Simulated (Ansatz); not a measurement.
Reaction (SMILES): S(F)(=O)F → 2 F atom + O atom + S atom
B3LYP-D3(BJ)/def2-TZVP geometries, fixed; electronic energies without zero-point terms.
Largest species:
```
S
O 1 1.4239
F 1 1.6063 2 106.51
F 1 1.6063 2 106.51 3 98.37
```

Basis-set convergence of the atomisation energy at MP2 with Ansatz (an electronic-structure program). All functions are spherical. Cores are frozen. Open shells are unrestricted. No added dispersion term, no relativity. Functions are those of the species that has most. Reference: Hartree-Fock in aug-cc-pV(Q+d)Z plus the correlation part extrapolated as X^-3 from aug-cc-pV(T+d)Z and aug-cc-pV(Q+d)Z, 335.79 kcal/mol, itself unsure by roughly 2.29 kcal/mol (a third of the extrapolation step and of the last Hartree-Fock step). Deviations are taken from unrounded values.

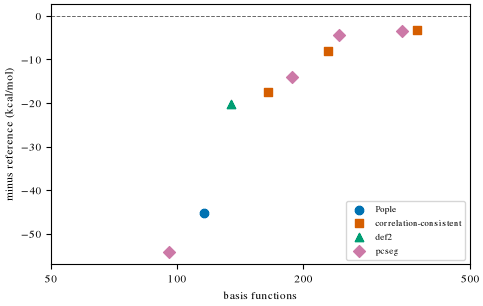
Figure: Deviation from the reference against the number of basis functions, by family of sets.

```csv
basis,functions,atomisation energy (kcal/mol),minus reference (kcal/mol)
aug-pcseg-1,96,281.46,-54.33
"6-311++G(2d,2p)",116,290.49,-45.30
def2-TZVPP,135,315.50,-20.30
jun-cc-pV(T+d)Z,165,318.28,-17.51
aug-pcseg-2,188,321.86,-13.93
cc-pV(Q+d)Z,229,327.70,-8.09
pcseg-3,244,331.37,-4.42
aug-pcseg-3,344,332.38,-3.41
cc-pV(5+d)Z,373,332.46,-3.34
```
